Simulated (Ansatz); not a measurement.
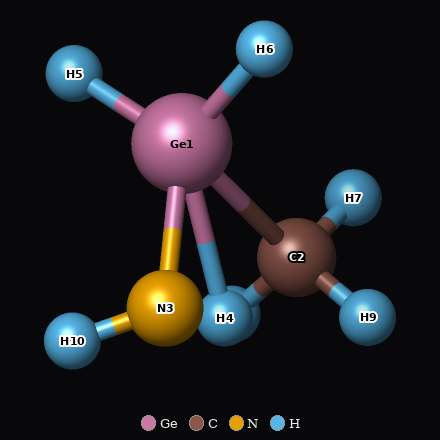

The system is the reacting system CH7GeN (fragments CH₇GeN where the first distance is long, GeH₃N + CH₄ where the second is long); the picture shows the reference structure. 
- Coordinates scanned: (1) distance C2–H4 (bond that forms); (2) distance Ge1–C2 (bond that breaks).
- Relaxed at each point: all other coordinates.
- Grid: 11 × 11 points.
- Points are written as (first, second).
- Energies are in kcal/mol, from the lowest grid point.
- Energies and slopes of some neighbouring points disagree (a jump in structure or state, or too coarse a mesh). The reference is spin-restricted, so regions where a bond is pulled apart into radicals lie too high.
- Computed with RKS PBE-D4/def2-SVP (Ansatz 0.2.0).

Its coordinates:

```xyz
10

Ge   -1.0558   -0.1035   -0.5428
C     1.0882    0.5392   -0.1315
N    -0.8568   -0.5834    1.2503
H     0.3485   -0.1885    0.8175
H    -1.0235   -1.1342   -1.7149
H    -1.9963    1.0925   -0.8608
H     1.5410    1.1523   -0.9467
H     1.7419   -0.3545   -0.0405
H     1.1225    1.1858    0.7719
H    -0.9096   -1.6058    1.3975
```

Range: distance C2–H4 (bond that forms) from 0.963 to 2.163 Å; distance Ge1–C2 (bond that breaks) from 1.764 to 2.964 Å.

**What landscape does the calculation give?**

The lowest grid point is at (1.030 Å, 1.831 Å). The energy also falls towards the edge at (2.163 Å, 1.924 Å) (3.6 kcal/mol above the lowest), where a further well may lie outside the range. The highest grid point, (1.123 Å, 1.764 Å), lies 105 kcal/mol above the lowest.

| second ↓, first → | 0.963 | 1.030 | 1.123 | 1.229 | 1.345 | 1.468 | 1.597 | 1.731 | 1.871 | 2.015 | 2.163 |
| --- | --- | --- | --- | --- | --- | --- | --- | --- | --- | --- | --- |
| 2.964 | 50 | 42 | 40 | 44 | 53 | 63 | 74 | 72 | 66 | 61 | 58 |
| 2.816 | 51 | 44 | 41 | 46 | 55 | 65 | 71 | 64 | 57 | 53 | 49 |
| 2.672 | 54 | 46 | 44 | 48 | 57 | 68 | 63 | 55 | 49 | 44 | 40 |
| 2.532 | 57 | 50 | 47 | 52 | 77 | 65 | 55 | 46 | 40 | 35 | 31 |
| 2.398 | 62 | 55 | 52 | 57 | 70 | 57 | 46 | 38 | 31 | 27 | 23 |
| 2.269 | 69 | 61 | 60 | 78 | 63 | 50 | 39 | 31 | 24 | 19 | 15 |
| 2.146 | 77 | 70 | 68 | 74 | 58 | 44 | 33 | 24 | 18 | 12 | 8 |
| 2.030 | 88 | 80 | 78 | 72 | 55 | 41 | 30 | 21 | 14 | 8 | 4 |
| 1.924 | 101 | 94 | 91 | 73 | 56 | 42 | 30 | 21 | 13 | 8 | 4 |
| 1.831 | 8 | 0 | 97 | 78 | 61 | 46 | 34 | 25 | 17 | 11 | 7 |
| 1.764 | 14 | 6 | 105 | 85 | 67 | 53 | 40 | 31 | 23 | 17 | 13 |

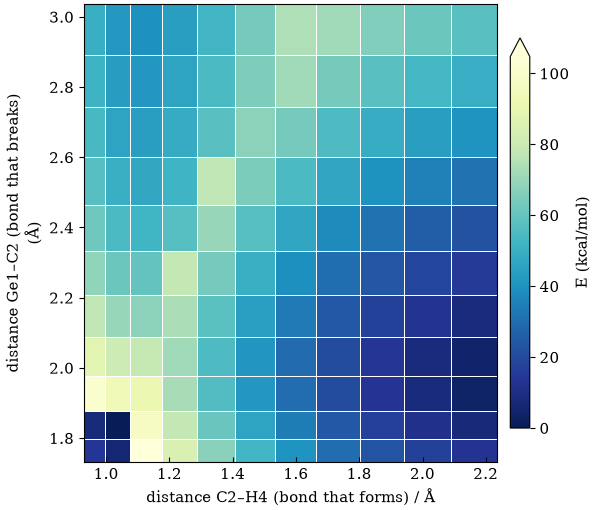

Drawn: one coloured cell a grid point, one colour for all values above the top of the scale.

Time for the 121 points that were run: 33 min on 1 thread of Arm Neoverse V1, with other jobs on the host.
